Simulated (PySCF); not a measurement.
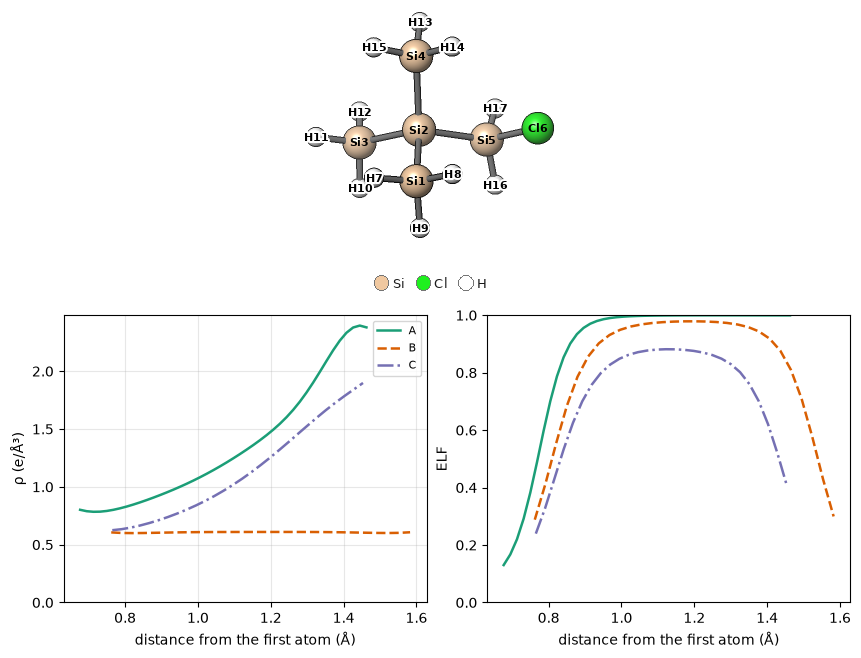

ClH$_{11}$Si$_{5}$ (SMILES [SiH3][Si]([SiH3])([SiH3])[SiH2]Cl). Electron density and ELF along straight lines between neighbouring atoms. The curves leave out the atomic cores. The structure is drawn too.

Geometry: GFN2-xTB.

All numbers below come from PBE0/def2-SVPD, SCF density, gas phase in PySCF.

Input file:

```
{"job": {"kind": "uv", "xc": "PBE0", "basis": "def2-SVPD", "nstates": 6, "ntriplets": 2}, "charge": 0, "multiplicity": 1}
Si     1.870446     0.636894     1.254576
Si    -0.013724     0.048673    -0.024225
Si    -1.148335     1.969353    -0.745377
Si     0.660549    -1.248683    -1.866972
Si    -1.474940    -1.214192     1.304910
Cl    -0.459526    -2.875273     1.912813
H      2.798930     1.471841     0.488145
H      2.630521    -0.527861     1.707486
H      1.514393     1.401630     2.452517
H     -1.601206     2.815033     0.360693
H     -0.294205     2.810669    -1.584489
H     -2.338907     1.665812    -1.541800
H     -0.474660    -1.699360    -2.676571
H      1.399738    -2.447727    -1.471444
H      1.536692    -0.490384    -2.763989
H     -1.935878    -0.580388     2.541521
H     -2.676886    -1.724008     0.642294
```

Command:

```sh
OMP_NUM_THREADS=1 python probes_run.py task.json out
```

Q: Which curve belongs to which contact (Si–Cl, Si–H and Si–Si)? The first atom named is at distance zero.

A: Curve A: Si–H (1.46 Å): ρ at the midpoint is about 0.79 e/Å³; the ELF climbs to about 1 towards the hydrogen, as it does in any bond to H. Curve B: Si–Si (2.34 Å): ρ at the midpoint is about 0.61 e/Å³; the ELF peaks at about 1 between the atoms: a shared electron pair. Curve C: Si–Cl (2.04 Å): ρ is about 0.88 e/Å³ halfway; the ELF peaks at about 0.90 between the atoms (a shared but strongly polarised pair).
